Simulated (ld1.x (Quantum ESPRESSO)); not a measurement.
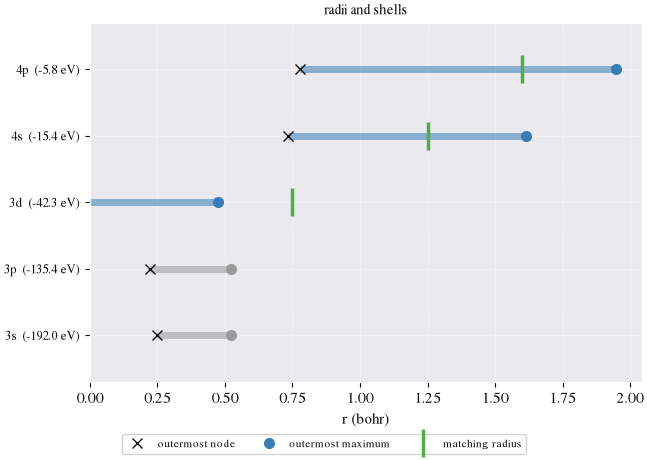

**Figure 1.** Outer shells of the all-electron reference atom: each bar runs from the outermost node (or the nucleus) to the outermost maximum of u(r); the tick is the radius chosen for the pseudo-wave. Shells without a tick have no pseudo-wave of their own. Levels, nodes and maxima are from ld1.x, scalar-relativistic.

- Radii against the shells: 3d: 0.75 bohr, outside the maximum; 4s: 1.25 bohr, between node and maximum; 4p: 1.60 bohr, between node and maximum.

## Pseudopotential generation: As (part 1 of 2)

System: arsenic (As, Z = 33), core [Ar], reference valence 3d10 4s1 4p4, valence charge 15.
Method: TM potential, PBE, fully relativistic, made with ld1.x (Quantum ESPRESSO) 7.5.

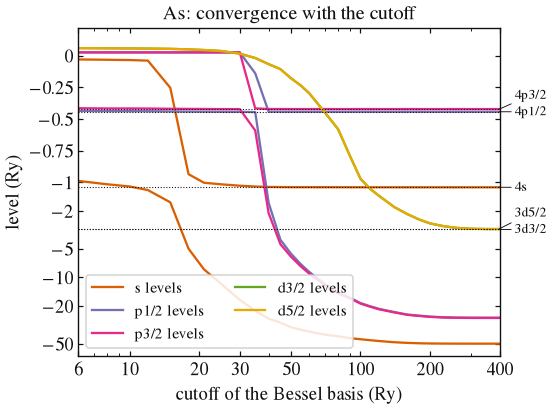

**Figure 2.** The pseudo-atom Hamiltonian at the reference potential is diagonalised in spherical Bessel functions (20 bohr box) up to the cutoff. Curves: the lowest levels of each channel that holds a bound state. Dotted lines: the all-electron valence levels.

- Ghost states: below the valence levels: s at -679.5 eV, p3/2 at -364.6 eV, p1/2 at -362.3 eV. A ghost is a state of the pseudo-atom that lies below a valence level of its channel, or is bound in a channel without one, and matches no all-electron valence level; bound levels above the valence ones can be real empty states. Not every valence level is met: 3d3/2 ends 0.033 Ry too high, 3d5/2 ends 0.021 Ry too low at the highest cutoff, where a miss can come from the basis as well as from the potential. In Ry: s -49.94, p3/2 -26.80, p1/2 -26.63.
- Onset of the ghost: the lowest s curve lies clearly below the lowest valence level of its channel from about 15 Ry on and ends at -49.94 Ry.
- All-electron valence levels: 4s: -1.13 Ry; 4p1/2: -0.44 Ry; 4p3/2: -0.42 Ry; 3d3/2: -3.1 Ry; 3d5/2: -3.1 Ry. The potential isn't sound: the pseudo-atom misses its own reference levels by up to 0.44 eV.

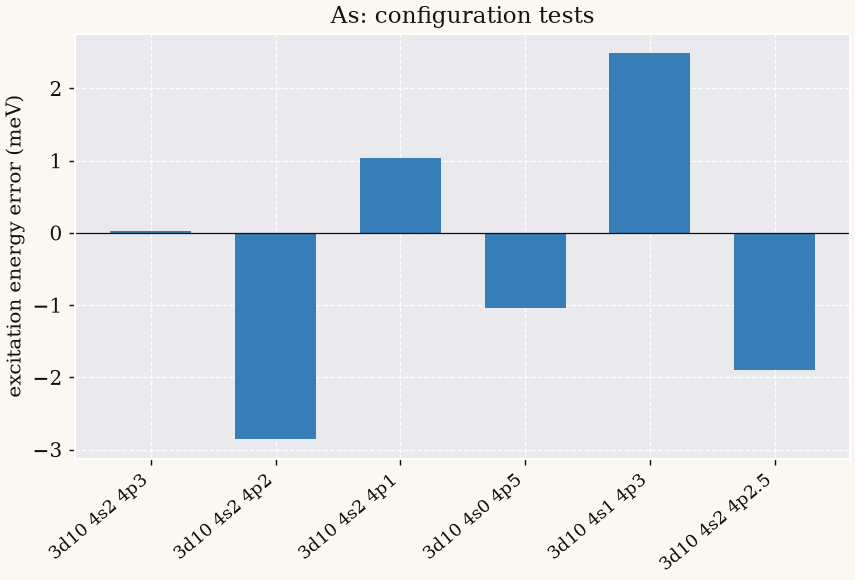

**Figure 3.** Errors, all-electron minus pseudo, of the energies of valence configurations relative to the unpolarised reference 3d10 4s1 4p4. Not all tests gave a result: 1 of 7 tests not solved.

- Worst configuration: 3d10 4s2 4p2 (charge +1): the error is -2.9 meV on an all-electron energy of -0.26 eV relative to the reference, or 1.1 %. Note that the pseudo-atom misses its own reference levels by up to 0.44 eV.
- Errors in meV: 3d10 4s2 4p3: 0.0; 3d10 4s2 4p2: -2.9; 3d10 4s2 4p1: +1.0; 3d10 4s0 4p5: -1.0; 3d10 4s1 4p3: +2.5; 3d10 4s2 4p2.5: -1.9. The potential isn't sound: its ghost test gives ghost states below the valence levels: s at -679.5 eV, p3/2 at -364.6 eV, p1/2 at -362.3 eV.

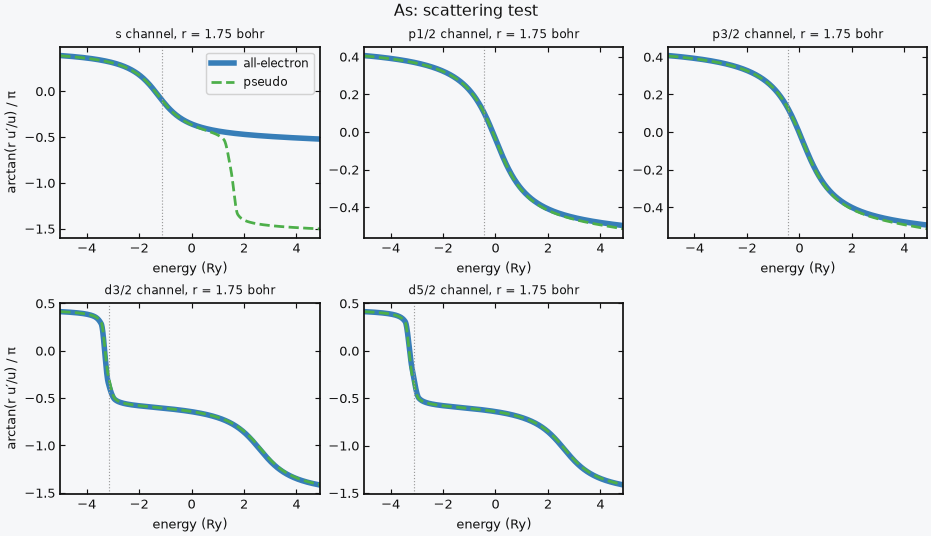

**Figure 4.** Unwrapped phase arctan(r u′/u) in units of π against energy, all-electron (solid) and pseudo (dashed); the pseudo phase is matched to the all-electron one at the reference energy. Here u = r R(r). The dotted line marks the reference energy of the channel.

- Range over which the phases agree within 0.05 rad: s: up to about 0.4 Ry; p1/2: up to about 4.6 Ry; p3/2: up to about 4.2 Ry; d3/2: not judged, since its reference level lies on a steep step; d5/2: not judged, since its reference level lies on a steep step.
- Poles, where the radial function vanishes at the test radius: s: all-electron at 3.3 Ry, pseudo at 1.1 and 4.7 Ry; p1/2: all-electron at no energy in the range, pseudo at 4.2 Ry; p3/2: all-electron at no energy in the range, pseudo at 4.3 Ry; d3/2: all-electron at -3.0 Ry, pseudo at -2.9 Ry; d5/2: all-electron at -2.9 Ry, pseudo at -2.9 Ry. The potential isn't sound: its ghost test gives ghost states below the valence levels: s at -679.5 eV, p3/2 at -364.6 eV, p1/2 at -362.3 eV; the pseudo-atom misses its own reference levels by up to 0.44 eV.

Input and output of the run follow.

**Input file**
```
 &input
   title='As', zed=33., rel=2, dft='PBE', iswitch=3,
   config='[Ar] 3d10 4s1 4p4', rel_dist='average',
   nld=5, rlderiv=1.75, eminld=-5.0, emaxld=5.0, deld=0.02
 /
 &inputp
   pseudotype=2, tm=.true., lloc=2,
   nlcc=.true., new_core_ps=.true.,
   file_pseudopw='As.UPF', file_wfcaegen='ae.wfc', file_wfcncgen='nc.wfc', file_beta='beta', file_chi='chi'
 /
3
4S  1  0   1.00   0.00  1.25  1.25  0.0
4P  2  1   4.00   0.00  1.60  1.60  0.0
3D  3  2  10.00   0.00  0.75  0.75  0.0
 &test
   configts(1)='3d10 4s1 4p4'
 /
```

**Input of the test run**
```
 &input
   title='As', zed=33., rel=2, dft='PBE', iswitch=2,
   config='[Ar] 3d10 4s1 4p4', rel_dist='average'
 /
 &test
   file_pseudo='As.UPF', nconf=8,
   configts(1)='3d10 4s1 4p4',
   configts(2)='3d10 4s2 4p3',
   configts(3)='3d10 4s2 4p2',
   configts(4)='3d10 4s2 4p1',
   configts(5)='3d9 4s2 4p3',
   configts(6)='3d10 4s0 4p5',
   configts(7)='3d10 4s1 4p3',
   configts(8)='3d10 4s2 4p2.5'
 /
```

Run as:
```bash
ld1.x < As.in > As.out
```

**The program's output**
```
     Program LD1 v.7.5
     --------------------------- All-electron run ----------------------------

     As
     dirac relativistic calculation

     atomic number is 33.00
     dft =PBE   lsd =0 sic =0 latt =0  beta=0.20 tr2=1.0E-14
     Exchange-correlation= PBE
                           (   1   4   3   4   0   0   0)
     mesh =1209 r(mesh) =  99.83237 a.u. xmin = -7.00 dx = 0.01250
     1 Ry =  13.60569312 eV, c = 137.03599908

     n l j   nl                  e(Ry)          e(Ha)          e(eV)
     Spin orbit split results
     1 0 0.5 1S 1( 2.00)      -861.2249      -430.6125    -11717.5618
     2 0 0.5 2S 1( 2.00)      -109.3499       -54.6749     -1487.7810
     2 1 0.5 2P 1( 2.00)       -97.7066       -48.8533     -1329.3660
     2 1 1.5 2P 1( 4.00)       -95.0193       -47.5096     -1292.8029
     3 0 0.5 3S 1( 2.00)       -14.1072        -7.0536      -191.9377
     3 1 0.5 3P 1( 2.00)       -10.1955        -5.0978      -138.7174
     3 1 1.5 3P 1( 4.00)        -9.8263        -4.9132      -133.6939
     3 2 1.5 3D 1( 4.00)        -3.1398        -1.5699       -42.7198
     3 2 2.5 3D 1( 6.00)        -3.0862        -1.5431       -41.9898
     4 0 0.5 4S 1( 1.00)        -1.1294        -0.5647       -15.3664
     4 1 0.5 4P 1( 1.33)        -0.4435        -0.2217        -6.0340
     4 1 1.5 4P 1( 2.67)        -0.4221        -0.2110        -5.7429
     Averaged results
     1 0     1S 1( 2.00)      -861.2249      -430.6125    -11717.5618
     2 0     2S 1( 2.00)      -109.3499       -54.6749     -1487.7810
     2 1     2P 1( 6.00)       -95.9150       -47.9575     -1304.9906
     3 0     3S 1( 2.00)       -14.1072        -7.0536      -191.9377
     3 1     3P 1( 6.00)        -9.9494        -4.9747      -135.3684
     3 2     3D 1(10.00)        -3.1077        -1.5538       -42.2818
     4 0     4S 1( 1.00)        -1.1294        -0.5647       -15.3664
     4 1     4P 1( 4.00)        -0.4292        -0.2146        -5.8399

     final scf error:  9.0E-16 reached in  29 iterations

     Etot =   -4521.168353 Ry,   -2260.584176 Ha,  -61513.629166 eV

     Ekin =    4623.104416 Ry,    2311.552208 Ha,   62900.539963 eV
     Encl =  -10910.014591 Ry,   -5455.007295 Ha, -148438.310489 eV
     Eh   =    1933.021584 Ry,     966.510792 Ha,   26300.098466 eV
     Exc  =    -167.279762 Ry,     -83.639881 Ha,   -2275.957107 eV

     normalization and overlap integrals

     s(1S/1S) =  1.000000  <r> =   0.0455  <r2> =    0.0028  r(max) =   0.0296
     s(2S/2S) =  1.000000  <r> =   0.2025  <r2> =    0.0484  r(max) =   0.1701
     s(2P/2P) =  1.000000  <r> =   0.1747  <r2> =    0.0375  r(max) =   0.1341
     s(2P/2P) =  1.000000  <r> =   0.1784  <r2> =    0.0389  r(max) =   0.1375
     s(3S/3S) =  1.000000  <r> =   0.5981  <r2> =    0.4123  r(max) =   0.5239
     s(3P/3P) =  1.000000  <r> =   0.6098  <r2> =    0.4372  r(max) =   0.5174
     s(3P/3P) =  1.000000  <r> =   0.6204  <r2> =    0.4524  r(max) =   0.5239
     s(3D/3D) =  1.000000  <r> =   0.6740  <r2> =    0.5740  r(max) =   0.4740
     s(3D/3D) =  1.000000  <r> =   0.6787  <r2> =    0.5821  r(max) =   0.4800
     s(4S/4S) =  1.000000  <r> =   1.9171  <r2> =    4.2309  r(max) =   1.6136
     s(4P/4P) =  1.000000  <r> =   2.4505  <r2> =    7.1009  r(max) =   1.9222
     s(4P/4P) =  1.000000  <r> =   2.5009  <r2> =    7.3995  r(max) =   1.9709

     ------------------------ End of All-electron run ------------------------

     --------------------- Generating NC pseudopotential ---------------------

      Generating local pot.: lloc=2, j= 1.50, matching radius rcloc =   0.7500

      Generating local pot.: lloc=2, j= 2.50, matching radius rcloc =   0.7500

      Computing core charge for nlcc:

       r > 0.28 : true rho core
      Core charge pseudized with two Bessel functions
      Integrated core pseudo-charge :  15.12

     Fully relativistic calculation: |psi|^2

     Wfc 4S LC norm =  0.99991796 SC norm =  0.00007607 missing  0.00000597

     Wfc 4P LC norm =  0.99994917 SC norm =  0.00005038 missing  0.00000045

     Wfc 4P LC norm =  0.99995106 SC norm =  0.00003937 missing  0.00000957

      Wfc   4S  rcut= 1.257  Using Troullier-Martins method

      Wfc   4P  rcut= 1.614  Using Troullier-Martins method

      Wfc   4P  rcut= 1.614  Using Troullier-Martins method

     ------------------- End of pseudopotential generation -------------------

     --------------------------- All-electron run ----------------------------

     As
     dirac relativistic calculation

     atomic number is 33.00
     dft =PBE   lsd =0 sic =0 latt =0  beta=0.20 tr2=1.0E-14
     Exchange-correlation= PBE
                           (   1   4   3   4   0   0   0)
     mesh =1209 r(mesh) =  99.83237 a.u. xmin = -7.00 dx = 0.01250
     1 Ry =  13.60569312 eV, c = 137.03599908

     n l j   nl                  e(Ry)          e(Ha)          e(eV)
     Spin orbit split results
     1 0 0.5 1S 1( 2.00)      -861.2249      -430.6125    -11717.5618
     2 0 0.5 2S 1( 2.00)      -109.3499       -54.6749     -1487.7810
     2 1 0.5 2P 1( 2.00)       -97.7066       -48.8533     -1329.3660
     2 1 1.5 2P 1( 4.00)       -95.0193       -47.5096     -1292.8029
     3 0 0.5 3S 1( 2.00)       -14.1072        -7.0536      -191.9377
     3 1 0.5 3P 1( 2.00)       -10.1955        -5.0978      -138.7174
     3 1 1.5 3P 1( 4.00)        -9.8263        -4.9132      -133.6939
     3 2 1.5 3D 1( 4.00)        -3.1398        -1.5699       -42.7198
     3 2 2.5 3D 1( 6.00)        -3.0862        -1.5431       -41.9898
     4 0 0.5 4S 1( 1.00)        -1.1294        -0.5647       -15.3664
     4 1 0.5 4P 1( 1.33)        -0.4435        -0.2217        -6.0340
     4 1 1.5 4P 1( 2.67)        -0.4221        -0.2110        -5.7429
     Averaged results
     1 0     1S 1( 2.00)      -861.2249      -430.6125    -11717.5618
     2 0     2S 1( 2.00)      -109.3499       -54.6749     -1487.7810
     2 1     2P 1( 6.00)       -95.9150       -47.9575     -1304.9906
     3 0     3S 1( 2.00)       -14.1072        -7.0536      -191.9377
     3 1     3P 1( 6.00)        -9.9494        -4.9747      -135.3684
     3 2     3D 1(10.00)        -3.1077        -1.5538       -42.2818
     4 0     4S 1( 1.00)        -1.1294        -0.5647       -15.3664
     4 1     4P 1( 4.00)        -0.4292        -0.2146        -5.8399

     final scf error:  9.0E-16 reached in  29 iterations

     Etot =   -4521.168353 Ry,   -2260.584176 Ha,  -61513.629166 eV

     Ekin =    4623.104416 Ry,    2311.552208 Ha,   62900.539963 eV
     Encl =  -10910.014591 Ry,   -5455.007295 Ha, -148438.310489 eV
     Eh   =    1933.021584 Ry,     966.510792 Ha,   26300.098466 eV
     Exc  =    -167.279762 Ry,     -83.639881 Ha,   -2275.957107 eV

     normalization and overlap integrals

     s(1S/1S) =  1.000000  <r> =   0.0455  <r2> =    0.0028  r(max) =   0.0296
     s(2S/2S) =  1.000000  <r> =   0.2025  <r2> =    0.0484  r(max) =   0.1701
     s(2P/2P) =  1.000000  <r> =   0.1747  <r2> =    0.0375  r(max) =   0.1341
     s(2P/2P) =  1.000000  <r> =   0.1784  <r2> =    0.0389  r(max) =   0.1375
     s(3S/3S) =  1.000000  <r> =   0.5981  <r2> =    0.4123  r(max) =   0.5239
     s(3P/3P) =  1.000000  <r> =   0.6098  <r2> =    0.4372  r(max) =   0.5174
     s(3P/3P) =  1.000000  <r> =   0.6204  <r2> =    0.4524  r(max) =   0.5239
     s(3D/3D) =  1.000000  <r> =   0.6740  <r2> =    0.5740  r(max) =   0.4740
     s(3D/3D) =  1.000000  <r> =   0.6787  <r2> =    0.5821  r(max) =   0.4800
     s(4S/4S) =  1.000000  <r> =   1.9171  <r2> =    4.2309  r(max) =   1.6136
     s(4P/4P) =  1.000000  <r> =   2.4505  <r2> =    7.1009  r(max) =   1.9222
     s(4P/4P) =  1.000000  <r> =   2.5009  <r2> =    7.3995  r(max) =   1.9709

     ------------------------ End of All-electron run ------------------------

     Computing logarithmic derivative in   1.75026
     Computing logarithmic derivative in   1.75026
     Computing the partial wave expansion
     R is outside the sphere for l=    0 j= 0.50
     R is outside the sphere for l=    1 j= 0.50
     R is outside the sphere for l=    1 j= 1.50
       no projector for channel:   2
       no projector for channel:   2

     ---------------------- Testing the pseudopotential ----------------------

     As
     dirac relativistic calculation

     atomic number is 33.00   valence charge is 15.00
     dft =PBE   lsd =0 sic =0 latt =0  beta=0.20 tr2=1.0E-14
     mesh =1209 r(mesh) =  99.83237 xmin = -7.00 dx = 0.01250

     n l  j  nl             e AE (Ry)       e PS (Ry)    De AE-PS (Ry)
     3 2 1.5 3D   1( 4.00)       -3.13984       -3.10759       -0.03226  !
     3 2 2.5 3D   1( 6.00)       -3.08619       -3.10759        0.02139  !
     1 0 0.5 4S   1( 1.00)       -1.12941       -1.12941       -0.00000
     2 1 0.5 4P   1( 1.33)       -0.44349       -0.44347       -0.00001
     2 1 1.5 4P   1( 2.67)       -0.42209       -0.42210        0.00000

     eps = 7.3E-15  iter = 24

     Etot =   -4521.168353 Ry,   -2260.584176 Ha,  -61513.629166 eV
     Etotps =  -294.561976 Ry,    -147.280988 Ha,   -4007.719856 eV

     Ekin =     313.893309 Ry,     156.946655 Ha,    4270.736042 eV
     Encl =    -699.095835 Ry,    -349.547918 Ha,   -9511.683396 eV
     Ehrt =     194.183025 Ry,      97.091512 Ha,    2641.994647 eV
     Ecxc =    -107.218871 Ry,     -53.609436 Ha,   -1458.787061 eV
     (Ecc =     -70.697098 Ry,     -35.348549 Ha,    -961.883015 eV)
     Epseu=       3.676396 Ry,       1.838198 Ha,      50.019912 eV

     ---------------------- End of pseudopotential test ----------------------
```

**Output of the test run (extracts)**
```
     ---------------------- Testing the pseudopotential ----------------------

     As
     dirac relativistic calculation

     atomic number is 33.00   valence charge is 15.00
     dft =PBE   lsd =0 sic =0 latt =0  beta=0.20 tr2=1.0E-14
     mesh =1209 r(mesh) =  99.83237 xmin = -7.00 dx = 0.01250

     n l  j  nl             e AE (Ry)       e PS (Ry)    De AE-PS (Ry)
     3 2 1.5 3D   1( 4.00)       -3.13984       -3.10759       -0.03226  !
     3 2 2.5 3D   1( 6.00)       -3.08619       -3.10759        0.02139  !
     1 0 0.5 4S   1( 1.00)       -1.12941       -1.12941       -0.00000
     2 1 0.5 4P   1( 1.33)       -0.44349       -0.44347       -0.00001
     2 1 1.5 4P   1( 2.67)       -0.42209       -0.42210        0.00000

     eps = 7.2E-15  iter = 24

     Etot =   -4521.168353 Ry,   -2260.584176 Ha,  -61513.629167 eV
     Etotps =  -294.561976 Ry,    -147.280988 Ha,   -4007.719856 eV

     Ekin =     313.893310 Ry,     156.946655 Ha,    4270.736043 eV
     Encl =    -699.095835 Ry,    -349.547918 Ha,   -9511.683396 eV
     Ehrt =     194.183025 Ry,      97.091512 Ha,    2641.994647 eV
     Ecxc =    -107.218871 Ry,     -53.609436 Ha,   -1458.787061 eV
     (Ecc =     -70.697098 Ry,     -35.348549 Ha,    -961.883015 eV)
     Epseu=       3.676396 Ry,       1.838198 Ha,      50.019912 eV

     ---------------------- End of pseudopotential test ----------------------

     ---------------------- Testing the pseudopotential ----------------------

     As
     dirac relativistic calculation

     atomic number is 33.00   valence charge is 15.00
     dft =PBE   lsd =0 sic =0 latt =0  beta=0.20 tr2=1.0E-14
     mesh =1209 r(mesh) =  99.83237 xmin = -7.00 dx = 0.01250

     n l  j  nl             e AE (Ry)       e PS (Ry)    De AE-PS (Ry)
     3 2 1.5 3D   1( 4.00)       -3.01846       -2.98433       -0.03413  !
     3 2 2.5 3D   1( 6.00)       -2.96492       -2.98433        0.01941  !
     1 0 0.5 4S   1( 2.00)       -1.06502       -1.06537        0.00035
     2 1 0.5 4P   1( 1.00)       -0.39533       -0.39562        0.00029
     2 1 1.5 4P   1( 2.00)       -0.37529       -0.37559        0.00030

     eps = 3.4E-15  iter = 24

     Etot =   -4521.860129 Ry,   -2260.930064 Ha,  -61523.041255 eV
     Etotps =  -295.253755 Ry,    -147.626877 Ha,   -4017.131978 eV
     dEtot_ae =      -0.691776 Ry
     dEtot_ps =      -0.691778 Ry,   Delta E=       0.000002 Ry

     Ekin =     312.820660 Ry,     156.410330 Ha,    4256.141909 eV
     Encl =    -700.965485 Ry,    -350.482743 Ha,   -9537.121284 eV
     Ehrt =     195.705927 Ry,      97.852964 Ha,    2662.714787 eV
     Ecxc =    -107.331840 Ry,     -53.665920 Ha,   -1460.324073 eV
     (Ecc =     -70.697098 Ry,     -35.348549 Ha,    -961.883015 eV)
     Epseu=       4.516983 Ry,       2.258491 Ha,      61.456683 eV

     ---------------------- End of pseudopotential test ----------------------
```

(Continued in part 2.) Outcome of the run: generated, with a ghost state; no spin-orbit splitting in 3d; the pseudo-atom misses its reference levels by up to 0.44 eV (3d).
